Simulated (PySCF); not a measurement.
SMILES [CH2][SiH](O[SiH](C)C)C (C4H13OSi2), doublet at its GFN2-xTB optimised geometry (Å):

```
20

C      0.0805    -3.9451     2.2379
Si    -0.8543    -2.4005     2.6213
C     -2.6863    -2.7681     2.9973
O     -0.8200    -1.3900     1.3452
Si    -0.2695    -0.6664     0.0000
C      1.6303    -0.6664     0.0000
C     -0.9455     1.1075     0.0000
H      0.0993    -4.7930     2.8996
H      0.6467    -4.0687     1.3314
H     -0.2564    -1.6463     3.7355
H     -3.1828    -3.2353     2.1522
H     -3.2250    -1.8562     3.2349
H     -2.7729    -3.4369     3.8474
H     -0.7954    -1.4498    -1.1265
H      2.0294    -0.1722    -0.8800
H      2.0232    -1.6785     0.0150
H      2.0248    -0.1539     0.8732
H     -2.0294     1.1149     0.0597
H     -0.6626     1.6335    -0.9063
H     -0.5682     1.6785     0.8437
```

Level of theory: unrestricted B3LYP/def2-SVP (PySCF). Cells within 0.4 Å of a nucleus heavier than hydrogen are left out (blank, or x).

Map of the log10 of the electron density (e/bohr³), floored at −4 on the plane z = 1.5 Å:

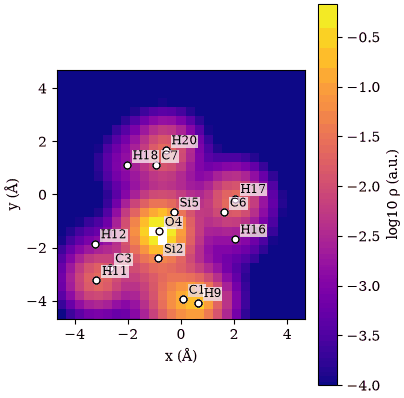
*Log10 of the electron density (e/bohr³), floored at −4 on the plane z = 1.5 Å.*
